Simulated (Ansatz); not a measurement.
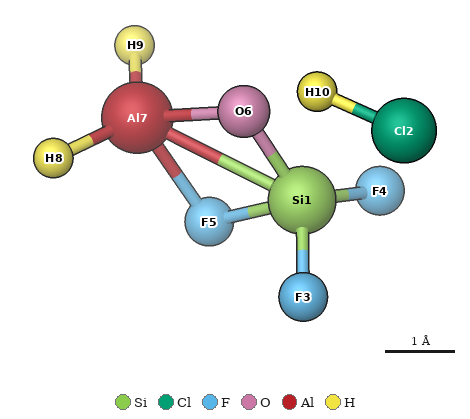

Fig. 1: The input geometry (ball-and-stick view, seen at a tilt; atoms are numbered from 1 in the order of the input). Sticks mark near contacts. Bond lengths as drawn: Al–F 1.97 Å, Al–H 1.59 Å, Al–O 1.87 Å, Al–Si 2.75 Å, Cl–H 1.43 Å, F–Si 1.61 to 1.77 Å and O–Si 1.66 Å.

Frequency calculation, with input and output: AlSiH$_{3}$ClOF$_{3}$

The run: frequency calculation of AlSiH$_{3}$ClOF$_{3}$. Method and program: RKS PBE-D4/def2-SVP (Ansatz 0.2.0).

It belongs to a series of runs on one base structure; here: vibrations at the highest image of the band. Figures and captions count atoms from 1; the log counts them from 0 in places.

The input
```yaml
crystal:
  periodic: [false, false, false]
  atoms:
    - { symbol: Si, position_ang: [-0.475014, 0.039105, 0.088667] }
    - { symbol: Cl, position_ang: [0.10082, 0.615958, 2.483594] }
    - { symbol: F, position_ang: [0.854878, -0.848466, -0.064368] }
    - { symbol: F, position_ang: [-0.275719, 1.564309, -0.373734] }
    - { symbol: F, position_ang: [-1.322582, -0.543447, -1.354922] }
    - { symbol: O, position_ang: [-1.7933, -0.465345, 0.970048] }
    - { symbol: Al, position_ang: [-2.905023, -1.158477, -0.362765] }
    - { symbol: H, position_ang: [-2.899331, -2.74602, -0.419052] }
    - { symbol: H, position_ang: [-4.10085, -0.1865, -0.7484] }
    - { symbol: H, position_ang: [-1.146179, -0.009318, 2.163434] }
basis:
  gaussian: { orbitals: def2-SVP }
hamiltonian:
  xc: pbe
  dispersion: d4
phonons: {}
```

Run on 4 threads of Arm Neoverse V1, 24 GiB of memory available, shared host.

Command:
```bash
ansatz run input.yaml --threads 4 --pin off --max-ram 5120MiB --backend cpu --events-out ev --progress --plain --runs-dir out
```

The program's output
```
Engine: ansatz 0.2.0, aarch64-unknown-linux-gnu
Functional definition: PBE
  parameter kappa = 0.804
  parameter beta = 0.06672455060314922
  exchange = pbe_x(kappa = kappa, mu = beta*pi^2/3)
  correlation = pbe_c(beta = beta)
1345 factors; their error is unknown
mean field evaluation 1: about -37203.0267 eV, gradient 7.1e1 eV
mean field evaluation 2: about -37169.0790 eV, gradient 1.5e2 eV
mean field evaluation 4: about -37211.5026 eV, gradient 9.8e0 eV
mean field evaluation 8: about -37211.6626 eV, gradient 1.8e-1 eV
mean field evaluation 16: about -37211.5736 eV, gradient 1.6e-4 eV
mean field -37211.57362062 eV, -1367.5001076474 hartree, gradient 3.0e-5 eV, S^2 0.000000; 0 other end points of the search recorded, 0 dependent functions left out
the calculation of the forces begins
reference -37211.57366225 eV, -1367.5001091773 hartree; 41, 41 occupied and 84, 84 virtual orbitals, 1345 factors
these checks for a lower state are left out or cut short: stability, starts, cluster_reference, orbital_swaps, neighbouring_geometries, increment
1345 factors; their error is unknown
mean field -37211.57347078 eV, -1367.5001021406 hartree, gradient 1.5e-6 eV, S^2 0.000000; 0 other end points of the search recorded, 0 dependent functions left out
[... from here on the field's lines of each further geometry are left out, up to the last ...]
the calculation of the forces begins
reference -37211.57365407 eV, -1367.5001088766 hartree; 41, 41 occupied and 84, 84 virtual orbitals, 1345 factors
these checks for a lower state are left out or cut short: stability, starts, cluster_reference, orbital_swaps, neighbouring_geometries, increment
1345 factors; their error is unknown
mean field -37211.57361293 eV, -1367.5001073646 hartree, gradient 2.1e-6 eV, S^2 0.000000; 0 other end points of the search recorded, 0 dependent functions left out
the calculation of the forces begins
reference -37211.57365456 eV, -1367.5001088944 hartree; 41, 41 occupied and 84, 84 virtual orbitals, 1345 factors
WARN: phonons: modes at or below zero, which the zero-point energy, F, S and C_V leave out: 1, the lowest at -338.20 cm⁻¹. A minimum has none, and a first-order saddle one
Total energy: -37211.85524227 eV, -1367.5104570520 hartree
Atom 0 at    -0.475014     0.039105     0.088667 Å, force    -0.001042    -0.000119     0.000031 eV/Å
Atom 1 at     0.100820     0.615958     2.483594 Å, force    -0.000063    -0.000095     0.000119 eV/Å
Atom 2 at     0.854878    -0.848466    -0.064368 Å, force    -0.000115    -0.000055     0.000533 eV/Å
Atom 3 at    -0.275719     1.564309    -0.373734 Å, force    -0.000179     0.000008    -0.000147 eV/Å
Atom 4 at    -1.322582    -0.543447    -1.354922 Å, force     0.000140     0.000137    -0.000032 eV/Å
Atom 5 at    -1.793300    -0.465345     0.970048 Å, force     0.001073    -0.000259    -0.000823 eV/Å
Atom 6 at    -2.905023    -1.158477    -0.362765 Å, force     0.000034    -0.000070    -0.000466 eV/Å
Atom 7 at    -2.899331    -2.746020    -0.419052 Å, force    -0.000099     0.000005     0.000190 eV/Å
Atom 8 at    -4.100850    -0.186500    -0.748400 Å, force     0.000003     0.000191     0.000301 eV/Å
Atom 9 at    -1.146179    -0.009318     2.163434 Å, force     0.000249     0.000256     0.000294 eV/Å
Dipole moment:    -0.123811    -0.043432     0.113277 e Å
Vibrations: -338.20 87.84 111.05 158.38 222.63 239.36 267.48 317.16 373.20 389.55 419.65 537.86 563.60 624.87 681.55 693.13 741.30 752.68 786.39 1003.69 1034.91 1670.30 1916.30 1932.18 cm⁻¹, zero-point energy 0.962433 eV
```

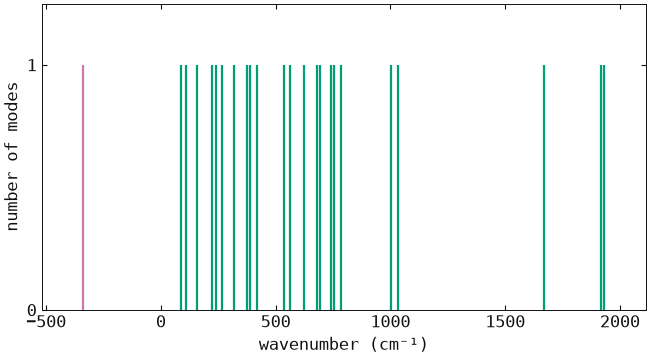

Fig. 2: Harmonic vibrational wavenumbers from the force constants; neighbouring modes closer than 10 cm⁻¹ are counted in one stick, and imaginary ones are drawn at negative wavenumbers. 24 modes from 338i to 1932 cm⁻¹, 1 imaginary beyond 8i (338i cm⁻¹): a first-order saddle point, if the geometry is stationary.

Summary

| quantity | value |
| --- | --- |
| outcome | converged |
| total energy | −37211.8552 eV |
| mean-field energy | −37211.5737 eV |
| largest force (length of the vector) | 0.001 eV/Å |
| wall time | 54 s (CPU time 3.4 min) |
| peak memory | 0.18 GiB |
